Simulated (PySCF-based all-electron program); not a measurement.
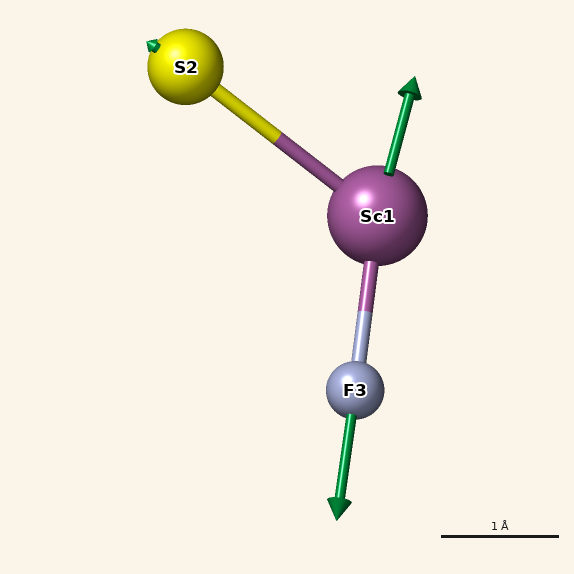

Arrows show the forces on the atoms, 0.08 Å of arrow for 1 eV/Å; forces under a tenth of the largest aren't drawn. Charge 0, singlet. Level of theory: PBE, all-electron, scalar-relativistic (Koelling-Harmon), large uncontracted Gaussian sets (PySCF-based all-electron program).

Along which bond is the force strongest?

Answer. Sc1–F3, now 1.572 Å: the forces push its atoms apart, so a first step downhill lengthens it.

List the force components in the frame of the picture (x right, y up, z towards the viewer), in eV/Å.

```csv
atom,Fx,Fy,Fz
Sc1,2.84,10.58,−3.70
S2,−1.22,0.79,0.35
F3,−1.62,−11.37,3.34
```
